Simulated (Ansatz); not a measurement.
SrWI

```
CELL_PARAMETERS angstrom
3.77364 0.00000 0.00000
0.00000 3.77364 0.00000
0.00000 0.00000 14.16558
ATOMIC_POSITIONS crystal
Sr 0.00000 0.50000 0.20924
Sr 0.50000 0.00000 0.79076
W 0.00000 0.00000 0.00000
W 0.50000 0.50000 0.00000
I 0.00000 0.50000 0.65461
I 0.50000 0.00000 0.34539
```

Space group P4/nmm; built by placing these elements on a known structure type.

Method: Ansatz 0.2.0, DFT, PAW plane waves, PBE.

**What can the converged valence pseudo-density and electron localisation function tell about the bonding?**

Sr–I (3.29 Å): ρ at the midpoint is about 0.16 e/Å³, with its minimum of 0.14 e/Å³ about 1.5 Å from Sr; the ELF peaks at about 0.75 in the valence shell of I, 1.3 Å from its nucleus, and drops to about 0.10 between the two atoms (no shared electron pair shows on this line).
Bader's partition of the density gives Sr +1.33, W −0.60 and I −0.73 e.

**How much charge does the calculation move between the atoms?**

Electrons move from Sr towards W and I. Bader charges: Sr +1.33, W −0.60 and I −0.73 e.

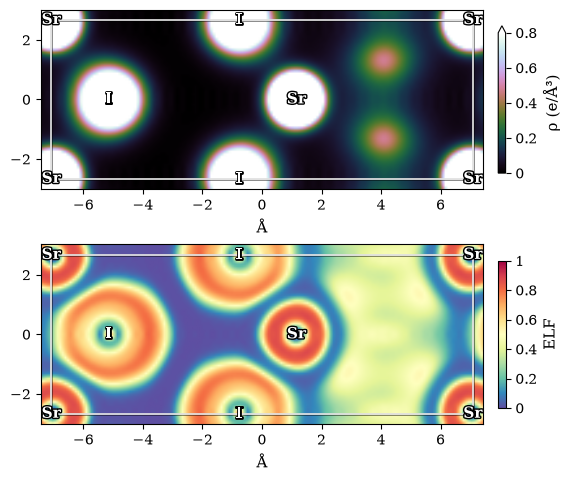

Computed valence pseudo-density and electron localisation function on the (110) plane of the conventional cell, in this order. 
